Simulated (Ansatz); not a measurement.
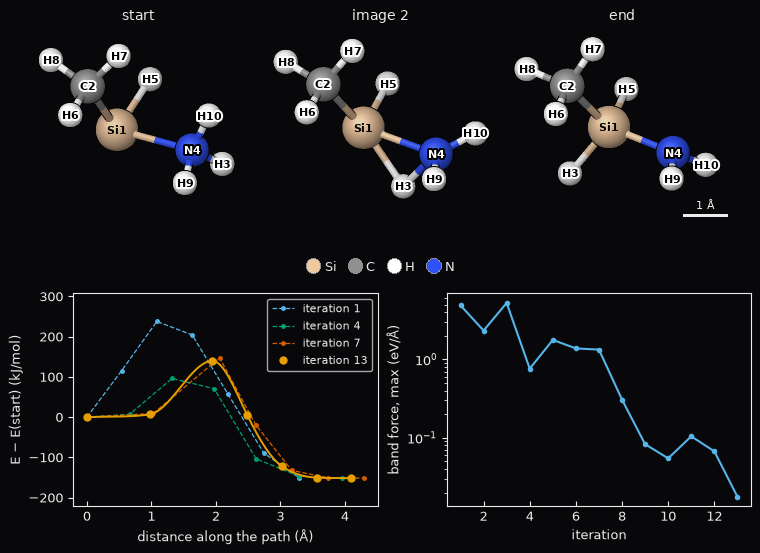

A search for the minimum-energy path of CH7NSi by the nudged elastic band. Images are numbered from 0 (start) to 6 (end). The plot follows the band through its iterations. Style: ball-and-stick. Shown from a free direction.

All numbers below come from RKS PBE0-D4/def2-SVP (Ansatz).

The input:
```yaml
crystal:
  periodic: [false, false, false]
  atoms:
    - {symbol: Si, position_ang: [-0.855134, 0.285106, 0.861319]}
    - {symbol: C, position_ang: [0.861255, 1.052507, 0.443991]}
    - {symbol: H, position_ang: [-1.425597, -1.750733, -0.579518]}
    - {symbol: N, position_ang: [-0.541353, -1.290992, -0.389342]}
    - {symbol: H, position_ang: [-1.628668, 0.956681, -0.277030]}
    - {symbol: H, position_ang: [1.671616, 0.547818, 0.979680]}
    - {symbol: H, position_ang: [1.116944, 1.090390, -0.621366]}
    - {symbol: H, position_ang: [0.855721, 2.087439, 0.803836]}
    - {symbol: H, position_ang: [0.070982, -1.968944, 0.051409]}
    - {symbol: H, position_ang: [-0.125766, -1.009374, -1.273080]}
basis:
  gaussian: {orbitals: def2-SVP}
hamiltonian: {xc: pbe0, dispersion: d4}
neb:
  images: 5
  climbing: true
  max_iterations: 40
  initial_path: idpp
  final_atoms:
    - {symbol: Si, position_ang: [-0.669537, 0.001013, 0.055172]}
    - {symbol: C, position_ang: [0.827279, 0.973117, 0.593795]}
    - {symbol: H, position_ang: [-1.376015, -0.474152, 1.286315]}
    - {symbol: N, position_ang: [-0.183419, -1.252010, -1.024818]}
    - {symbol: H, position_ang: [-1.632902, 0.847992, -0.700037]}
    - {symbol: H, position_ang: [1.538568, 0.332564, 1.122578]}
    - {symbol: H, position_ang: [1.337731, 1.411402, -0.266258]}
    - {symbol: H, position_ang: [0.538936, 1.777762, 1.274986]}
    - {symbol: H, position_ang: [0.494573, -1.934824, -0.724790]}
    - {symbol: H, position_ang: [-0.875216, -1.682963, -1.617042]}
```

Run as
```bash
ansatz run in.yaml --threads 2 --pin off --events-out ev --progress --plain --max-ram 4352MiB
```

Q: How did the profile develop, and is the result final?

A: The run is converged, with reservations. The band converged in 13 iterations. The largest component of the band force went from 4.9 to 0.018 eV/Å. The climbing image converged on the top of the path. Its curvatures weren't checked. The largest force component is 0.29 eV/Å at the start and 0.24 eV/Å at the end; an end with forces this large is no minimum, and the barrier measured from it can be far off. The first iteration put the highest image at 237.9 kJ/mol. Forward barrier 139.8 kJ/mol, backward barrier 291.3 kJ/mol, with image 2 at the top; the reaction energy is −151.5 kJ/mol.
